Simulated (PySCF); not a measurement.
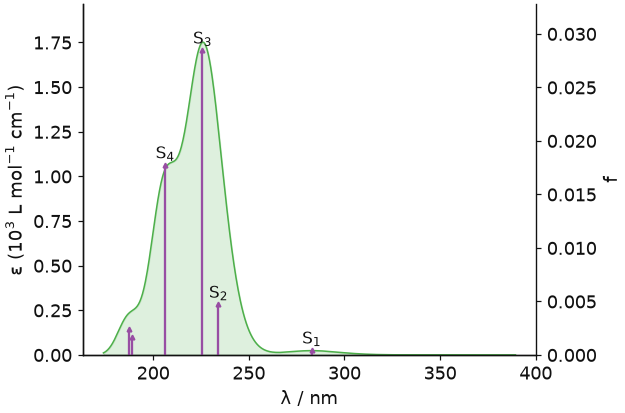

Computed absorption of C₄H₇F₄Si⁺, SMILES C[Si+](CF)CC(F)(F)F. Vertical TDDFT excitations, PBE0/def2-SVPD with PySCF 2.14.0, at a GFN2-xTB geometry (no frequency check), gas phase. The lowest 6 singlet states are shown; each is broadened by a Gaussian of 1/e half-width 0.30 eV. Sticks give oscillator strengths (right axis).

Where is the maximum of the broadened curve, and how high is it?

At about 5.5 eV (226 nm), with ε near 1800 L mol⁻¹ cm⁻¹.

Does any vertical transition fall in the visible?

No singlet lies below 3.1 eV (beyond 400 nm), so at this level no vertical transition falls in the visible.

Which of the computed transitions is the brightest, and what character does the calculation give it?

S3 at 5.49 eV (226 nm), f = 0.028, mainly HOMO−1 → LUMO (56 %).

Caveats: the tight-binding geometry is rougher than a DFT one and adds to the error; one conformer of a flexible molecule; core orbitals are frozen in the response.
